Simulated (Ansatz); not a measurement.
# GaSe, response to strain

Base system: GaSe in the beta-GaS type structure (space group P6_3/mmc, No. 194; layered, stacked along the Cartesian z axis).

```
CELL_PARAMETERS angstrom
      3.76943     0.00000     0.00000
     -1.88472     3.26442     0.00000
      0.00000     0.00000    15.96417
ATOMIC_POSITIONS crystal
  Ga 0.33333 0.66667 0.17347
  Ga 0.66667 0.33333 0.67347
  Ga 0.66667 0.33333 0.82653
  Ga 0.33333 0.66667 0.32653
  Se 0.33333 0.66667 0.59965
  Se 0.66667 0.33333 0.09965
  Se 0.66667 0.33333 0.40035
  Se 0.33333 0.66667 0.90035
```

Cartesian axes are those of the cell as printed.

Strains are applied to the cell and any free atomic positions relax; under biaxial strain the out-of-plane vector relaxes too.

Calculations: PBE-D3(BJ) (Ansatz, a quantum-chemistry and plane-wave program; PAW; 420 eV plane waves; spin-orbit coupling left out), earlier PAW set.

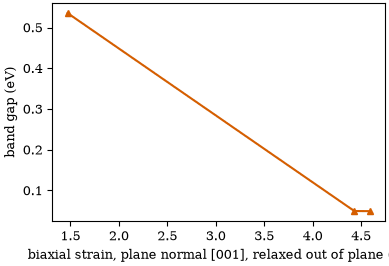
Figure: Band gap against biaxial strain, plane normal [001], relaxed out of plane

Problem. From the plot, what is the band gap for biaxial strain +4.43 %, plane normal [001], relaxed out of plane?

Solution. About 0.05 eV.

Problem. Is the trend monotonic over the range shown?

Solution. Yes, it falls throughout, spanning zero to 0.54 eV.

Whether these cells are dynamically stable was not tested. All final runs are without spin polarisation. Gaps under 0.05 eV, about the width of the smearing, are given as zero. The zero or small gap of GaSe under biaxial strain +4.43 %, plane normal [001], relaxed out of plane and GaSe under biaxial strain +4.59 %, plane normal [001], relaxed out of plane can change with the level of theory.
